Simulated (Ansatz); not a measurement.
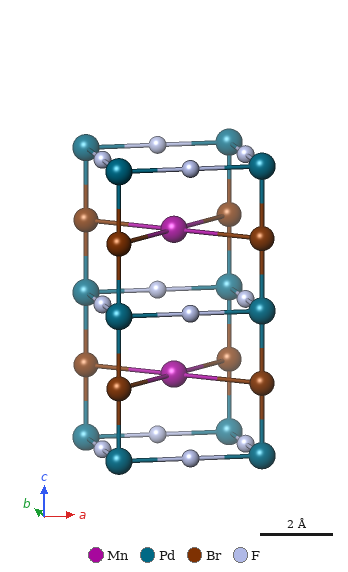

Solid MnPdBrF2 (a generated structure, set up in P4/mmm) (coarse preliminary run), before the relaxation. Style: ball-and-stick. Shown: the cell of the calculation, repeated 1 × 1 × 2 with one cell outlined, slightly off an axis.

Level of theory: DFT PBE, scalar-relativistic, plane waves, PAW (Ansatz 0.2.0).

Input file:
```yaml
crystal:
  lattice:
    - [4.13189673, 0.0, 0.0]
    - [0.0, 4.13189673, 0.0]
    - [0.0, 0.0, 4.13189673]
  atoms:
    - { symbol: Mn, position: [0.5, 0.5, 0.5], spin: 4.0 }
    - { symbol: Pd, position: [0.0, 0.0, 0.0] }
    - { symbol: Br, position: [0.0, 0.0, 0.5] }
    - { symbol: F, position: [0.5, 0.0, 0.0] }
    - { symbol: F, position: [0.0, 0.5, 0.0] }
basis:
  ecutwfc: 420
kpoints:
  mp_grid: { grid: [4, 4, 4] }
hamiltonian:
  xc: pbe
scf:
  occupations: { method: gaussian, width: 0.1 }
  lower_state_search: "off"
output:
  forces: true
  stress: true
  eigenvalues: true
  populations: true
magnetization:
  spin_polarized: true
relax:
  adjacent_minimum: "off"
  f_tol: 0.04
  max_steps: 70
  cell: { stress_tol: 0.4 }
```

Launched with:
```bash
ansatz run input.yaml --threads 1 --pin off --max-ram 2560MiB --backend cpu --events-out ev --progress --plain --runs-dir out
```

**Predict the outcome.**

The atoms keep their places relative to the cell (all moves are under 0.005 Å). Cell: a = b 4.132 → 4.128 Å (−0.1 %), c 4.132 → 5.640 Å (+36.5 %). Volume +36.3 %. Near-neighbour distances that change, for instance: Pd2–Br3 2.066 → 2.820 Å. The space group stays P4/mmm (No. 123). Over 10 accepted moves (13 points after the start) the energy falls by 714 meV per atom. All forces vanish by symmetry, so only the cell relaxes. Pressure: 42.56 GPa at the start and 0.02 GPa at the end. The SCF was repeated 3 times at an unchanged geometry on a basis and grid sized afresh for the cell, which shifted the energy by 62.8 meV per atom at most.

Final geometry:

```xyz
5
Lattice="4.1281 0.0000 0.0000 0.0000 4.1281 0.0000 0.0000 0.0000 5.6401" Properties=species:S:1:pos:R:3 pbc="T T T"
Mn    2.0640    2.0640    2.8201
Pd    4.1281    4.1281    5.6401
Br    4.1281    4.1281    2.8201
F     2.0640    4.1281    5.6401
F     4.1281    2.0640    5.6401
```

After the run, drawn alike:

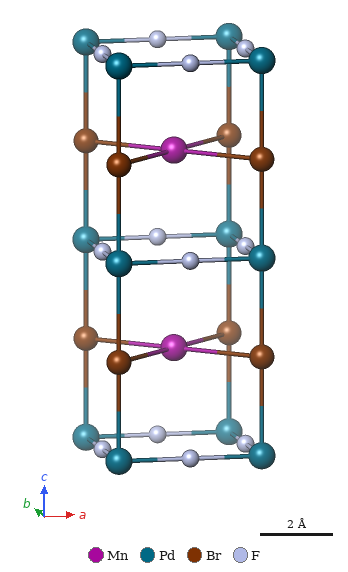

Limits of the set-up: the k-point mesh is coarse for a cell with partly filled bands.
